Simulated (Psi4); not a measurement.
# CHF₂S: excited-state calculation (part 2 of 2)

CHF₂S, multiplicity 2; TDHF/6-31+G**, UHF (Psi4 1.11). The geometry comes from this level: GFN2-xTB.

Geometry of the input (Å):
```
F  1.0599  0.0843  0.9467
C  0.2379  -0.4921  0.0569
F  -0.2014  -1.6515  0.5434
S  -0.9767  0.5262  -0.6796
H  -0.1197  1.5331  -0.8674
```

### Log, continued
```
                        Generalized Hamiltonian Solver

  ==> Options <==

    Max number of iterations        = 60
    Eigenvector tolerance           = 1.0000e-04
    Max number of expansion vectors = 1600

  => Iterations <=
                              Max[D[value]]     Max[|R|]   # vectors
  HamiltonianSolver iter   1:   3.24013e-01  2.21986e-01     32
  HamiltonianSolver iter   2:   2.10510e-02  1.08278e-01     48
  HamiltonianSolver iter   3:   1.14870e-02  1.35370e-01     64
  HamiltonianSolver iter   4:   9.93994e-03  1.34666e-01     80
  HamiltonianSolver iter   5:   6.95955e-03  7.38285e-02     96
  HamiltonianSolver iter   6:   1.22386e-03  3.06939e-02    112
  HamiltonianSolver iter   7:   1.96724e-04  1.16571e-02    128
  HamiltonianSolver iter   8:   2.56848e-05  4.43279e-03    144
  HamiltonianSolver iter   9:   2.70995e-06  1.40559e-03    158
  HamiltonianSolver iter  10:   2.08309e-07  4.34692e-04    168
  HamiltonianSolver iter  11:   1.81254e-08  1.48048e-04    174
  HamiltonianSolver iter  12:   1.80536e-09  4.89615e-05    176      Converged

******************************************************************************************
**********                               WARNING                                **********
**********  Length-gauge rotatory strengths are **NOT** gauge-origin invariant  **********
******************************************************************************************

                                    Excitation Energy         Total Energy        Oscillator Strength             Rotatory Strength
     #   Sym: GS->ES (Trans)        au              eV              au          au (length)    au (velocity)    au (length)    au (velocity)
    ---- -------------------- --------------- --------------- --------------- --------------- --------------- --------------- ---------------
     1        A->A (1 A)       0.18795         5.11425        -634.59905       0.0033          0.0037          0.0008          0.0008
     2        A->A (1 A)       0.22187         6.03744        -634.56513       0.0145          0.0112          0.0324          0.0256
     3        A->A (1 A)       0.23655         6.43697        -634.55044       0.0013          0.0031          0.0021          0.0032
     4        A->A (1 A)       0.25659         6.98226        -634.53040       0.0361          0.0386         -0.0002          0.0005
     5        A->A (1 A)       0.26656         7.25357        -634.52043       0.0121          0.0159         -0.0177         -0.0180
     6        A->A (1 A)       0.28176         7.66700        -634.50524       0.0330          0.0296          0.0214          0.0187
     7        A->A (1 A)       0.29097         7.91778        -634.49602       0.0329          0.0320         -0.0363         -0.0265
     8        A->A (1 A)       0.29551         8.04113        -634.49149       0.0079          0.0096         -0.0080         -0.0065

Contributing excitations and de-excitations
Only contributions with abs(coeff) > 1.00e-01 will be printed:

Excited State    1 (1 A):   0.18795 au   242.43 nm f = 0.0033
Alpha orbitals:
  Sums of squares: Xssq =  8.803926e-01; Yssq =  3.482328e-03; Xssq - Yssq =  8.769102e-01
     20a (a) ->  26a (a)    0.114888 ( 1.320%)
     20a (a) ->  29a (a)    0.123209 ( 1.518%)
     21a (a) ->  22a (a)   -0.252170 ( 6.359%)
     21a (a) ->  23a (a)   -0.481942 (23.227%)
     21a (a) ->  25a (a)   -0.233235 ( 5.440%)
     21a (a) ->  26a (a)    0.443193 (19.642%)
     21a (a) ->  29a (a)    0.447009 (19.982%)
     21a (a) ->  30a (a)   -0.118587 ( 1.406%)
     21a (a) ->  31a (a)    0.213920 ( 4.576%)
Beta orbitals:
  Sums of squares: Xssq =  1.258485e-01; Yssq =  2.758710e-03; Xssq - Yssq =  1.230898e-01
     20a (b) ->  22a (b)    0.113479 ( 1.288%)
     20a (b) ->  23a (b)   -0.211526 ( 4.474%)
     20a (b) ->  24a (b)   -0.103805 ( 1.078%)
     20a (b) ->  29a (b)   -0.133078 ( 1.771%)

Excited State    2 (1 A):   0.22187 au   205.36 nm f = 0.0145
Alpha orbitals:
  Sums of squares: Xssq =  1.416160e-01; Yssq =  1.661356e-03; Xssq - Yssq =  1.399546e-01
     21a (a) ->  22a (a)    0.183440 ( 3.365%)
     21a (a) ->  23a (a)    0.185285 ( 3.433%)
     21a (a) ->  26a (a)   -0.186347 ( 3.473%)
     21a (a) ->  29a (a)   -0.142216 ( 2.023%)
Beta orbitals:
  Sums of squares: Xssq =  8.643737e-01; Yssq =  4.328302e-03; Xssq - Yssq =  8.600454e-01
     20a (b) ->  21a (b)   -0.210220 ( 4.419%)
     20a (b) ->  22a (b)    0.319130 (10.184%)
     20a (b) ->  23a (b)   -0.565134 (31.938%)
     20a (b) ->  24a (b)   -0.287347 ( 8.257%)
     20a (b) ->  25a (b)    0.171090 ( 2.927%)
     20a (b) ->  26a (b)   -0.208680 ( 4.355%)
     20a (b) ->  28a (b)   -0.265439 ( 7.046%)
     20a (b) ->  29a (b)   -0.306243 ( 9.379%)
     20a (b) ->  30a (b)    0.129322 ( 1.672%)
     20a (b) ->  31a (b)   -0.202239 ( 4.090%)

Excited State    3 (1 A):   0.23655 au   192.61 nm f = 0.0013
Alpha orbitals:
  Sums of squares: Xssq =  7.984958e-01; Yssq =  2.561434e-03; Xssq - Yssq =  7.959344e-01
     20a (a) ->  22a (a)   -0.135937 ( 1.848%)
     20a (a) ->  26a (a)    0.103838 ( 1.078%)
     21a (a) ->  22a (a)   -0.664223 (44.119%)
     21a (a) ->  23a (a)    0.326047 (10.631%)
     21a (a) ->  31a (a)   -0.417411 (17.423%)
Beta orbitals:
  Sums of squares: Xssq =  2.065746e-01; Yssq =  2.508975e-03; Xssq - Yssq =  2.040656e-01
     20a (b) ->  21a (b)    0.316162 ( 9.996%)
     20a (b) ->  26a (b)   -0.157539 ( 2.482%)
     20a (b) ->  29a (b)   -0.183314 ( 3.360%)
     20a (b) ->  30a (b)   -0.113029 ( 1.278%)

Excited State    4 (1 A):   0.25659 au   177.57 nm f = 0.0361
Alpha orbitals:
  Sums of squares: Xssq =  3.876348e-01; Yssq =  4.474300e-03; Xssq - Yssq =  3.831605e-01
     19a (a) ->  29a (a)    0.121934 ( 1.487%)
     20a (a) ->  23a (a)   -0.224485 ( 5.039%)
     20a (a) ->  26a (a)    0.174254 ( 3.036%)
     20a (a) ->  29a (a)    0.197566 ( 3.903%)
     20a (a) ->  31a (a)    0.107971 ( 1.166%)
     21a (a) ->  22a (a)    0.397674 (15.814%)
     21a (a) ->  31a (a)    0.116254 ( 1.352%)
Beta orbitals:
  Sums of squares: Xssq =  6.200514e-01; Yssq =  3.211897e-03; Xssq - Yssq =  6.168395e-01
     19a (b) ->  23a (b)   -0.135547 ( 1.837%)
     19a (b) ->  29a (b)   -0.118542 ( 1.405%)
     20a (b) ->  21a (b)    0.602538 (36.305%)
     20a (b) ->  26a (b)   -0.284587 ( 8.099%)
     20a (b) ->  28a (b)    0.157649 ( 2.485%)
     20a (b) ->  29a (b)   -0.204961 ( 4.201%)
     20a (b) ->  30a (b)   -0.141977 ( 2.016%)

Excited State    5 (1 A):   0.26656 au   170.93 nm f = 0.0121
Alpha orbitals:
  Sums of squares: Xssq =  4.449509e-01; Yssq =  8.755010e-03; Xssq - Yssq =  4.361959e-01
     19a (a) ->  23a (a)   -0.154896 ( 2.399%)
     19a (a) ->  26a (a)    0.167287 ( 2.798%)
     19a (a) ->  29a (a)    0.216761 ( 4.699%)
     20a (a) ->  23a (a)   -0.266382 ( 7.096%)
     20a (a) ->  25a (a)   -0.148630 ( 2.209%)
     20a (a) ->  26a (a)    0.259774 ( 6.748%)
     20a (a) ->  29a (a)    0.263119 ( 6.923%)
     20a (a) ->  31a (a)    0.186898 ( 3.493%)
     21a (a) ->  22a (a)   -0.141958 ( 2.015%)
Beta orbitals:
  Sums of squares: Xssq =  5.736158e-01; Yssq =  9.811711e-03; Xssq - Yssq =  5.638041e-01
     19a (b) ->  22a (b)    0.181937 ( 3.310%)
     19a (b) ->  23a (b)   -0.288228 ( 8.308%)
     19a (b) ->  24a (b)   -0.141195 ( 1.994%)
     19a (b) ->  25a (b)    0.112855 ( 1.274%)
     19a (b) ->  26a (b)   -0.165360 ( 2.734%)
     19a (b) ->  28a (b)   -0.135454 ( 1.835%)
     19a (b) ->  29a (b)   -0.239569 ( 5.739%)
     19a (b) ->  31a (b)   -0.132803 ( 1.764%)
     20a (b) ->  21a (b)   -0.419989 (17.639%)
     20a (b) ->  23a (b)    0.149789 ( 2.244%)
     20a (b) ->  26a (b)    0.158812 ( 2.522%)
     20a (b) ->  29a (b)    0.148886 ( 2.217%)

Excited State    6 (1 A):   0.28176 au   161.71 nm f = 0.0330
Alpha orbitals:
  Sums of squares: Xssq =  9.277079e-01; Yssq =  1.501006e-03; Xssq - Yssq =  9.262069e-01
     20a (a) ->  22a (a)   -0.159800 ( 2.554%)
     21a (a) ->  22a (a)    0.372974 (13.911%)
     21a (a) ->  23a (a)    0.375638 (14.110%)
     21a (a) ->  25a (a)   -0.309938 ( 9.606%)
     21a (a) ->  26a (a)    0.203566 ( 4.144%)
     21a (a) ->  27a (a)    0.302936 ( 9.177%)
     21a (a) ->  29a (a)    0.379015 (14.365%)
     21a (a) ->  30a (a)    0.223915 ( 5.014%)
     21a (a) ->  31a (a)   -0.193952 ( 3.762%)
     21a (a) ->  32a (a)    0.127220 ( 1.619%)
     21a (a) ->  33a (a)    0.194932 ( 3.800%)
     21a (a) ->  36a (a)    0.113584 ( 1.290%)
Beta orbitals:
  Sums of squares: Xssq =  7.497737e-02; Yssq =  1.184242e-03; Xssq - Yssq =  7.379313e-02
     20a (b) ->  22a (b)   -0.146854 ( 2.157%)
     20a (b) ->  31a (b)    0.153879 ( 2.368%)

Excited State    7 (1 A):   0.29097 au   156.59 nm f = 0.0329
Alpha orbitals:
  Sums of squares: Xssq =  9.296031e-01; Yssq =  1.666613e-03; Xssq - Yssq =  9.279365e-01
     19a (a) ->  29a (a)   -0.109201 ( 1.192%)
     20a (a) ->  22a (a)   -0.171635 ( 2.946%)
     20a (a) ->  23a (a)   -0.128625 ( 1.654%)
     20a (a) ->  26a (a)    0.111506 ( 1.243%)
     20a (a) ->  27a (a)    0.144250 ( 2.081%)
     20a (a) ->  29a (a)    0.164585 ( 2.709%)
     20a (a) ->  33a (a)    0.161560 ( 2.610%)
     21a (a) ->  23a (a)    0.179691 ( 3.229%)
     21a (a) ->  24a (a)    0.287501 ( 8.266%)
     21a (a) ->  25a (a)   -0.172605 ( 2.979%)
     21a (a) ->  27a (a)   -0.527762 (27.853%)
     21a (a) ->  30a (a)    0.105176 ( 1.106%)
     21a (a) ->  32a (a)   -0.199985 ( 3.999%)
     21a (a) ->  33a (a)   -0.372056 (13.843%)
     21a (a) ->  34a (a)   -0.200368 ( 4.015%)
     21a (a) ->  35a (a)   -0.103054 ( 1.062%)
Beta orbitals:
  Sums of squares: Xssq =  7.331301e-02; Yssq =  1.249478e-03; Xssq - Yssq =  7.206353e-02
     19a (b) ->  23a (b)    0.127222 ( 1.619%)

Excited State    8 (1 A):   0.29551 au   154.19 nm f = 0.0079
Alpha orbitals:
  Sums of squares: Xssq =  2.180222e-01; Yssq =  3.109435e-03; Xssq - Yssq =  2.149128e-01
     19a (a) ->  29a (a)   -0.115196 ( 1.327%)
     20a (a) ->  23a (a)   -0.145361 ( 2.113%)
     20a (a) ->  31a (a)    0.199715 ( 3.989%)
     21a (a) ->  23a (a)    0.227529 ( 5.177%)
Beta orbitals:
  Sums of squares: Xssq =  7.893545e-01; Yssq =  4.267234e-03; Xssq - Yssq =  7.850872e-01
     19a (b) ->  23a (b)    0.212883 ( 4.532%)
     19a (b) ->  24a (b)    0.109355 ( 1.196%)
     19a (b) ->  29a (b)    0.114310 ( 1.307%)
     20a (b) ->  21a (b)   -0.124284 ( 1.545%)
     20a (b) ->  22a (b)    0.497991 (24.799%)
     20a (b) ->  23a (b)    0.390821 (15.274%)
     20a (b) ->  24a (b)    0.190067 ( 3.613%)
     20a (b) ->  26a (b)   -0.182597 ( 3.334%)
     20a (b) ->  28a (b)    0.160369 ( 2.572%)
     20a (b) ->  31a (b)   -0.379488 (14.401%)

******************************************************************************************
**********                               WARNING                                **********
**********       The names of excited state variables changed between 1.5       **********
**********     and 1.6. For a quick solution, remove the symmetry specifier     **********
**********   from the variable name. For full details, see 'Notes on Psivars'   **********
**********                        in the documentation.                         **********
******************************************************************************************

    Psi4 run time: 0:00:04.74
```

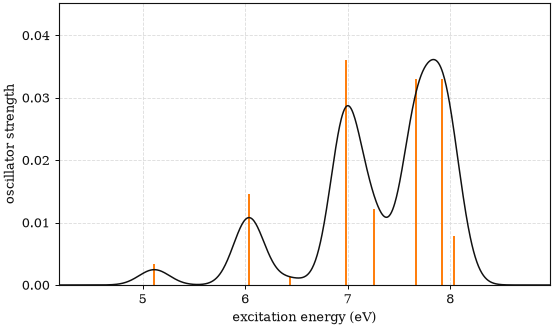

*Computed excitations as sticks (degenerate states added up, dark ones marked on the axis), with a Gaussian envelope of 0.35 eV full width at half maximum, scaled to the tallest.*

Of the 8 states the lowest lies at 5.11 eV (f = 0.003); the strongest line is at 6.98 eV, or 178 nm (f = 0.036).

### Summary

| quantity | value |
| --- | --- |
| outcome | converged |
| total energy | −634.786997 hartree |
| basis functions | 85 |
| ⟨S²⟩ | 0.760 |
| dipole moment | 1.96 D |
| lowest excitation | 5.11 eV |
| wall time | 5.7 s |
| peak memory | 0.26 GiB |
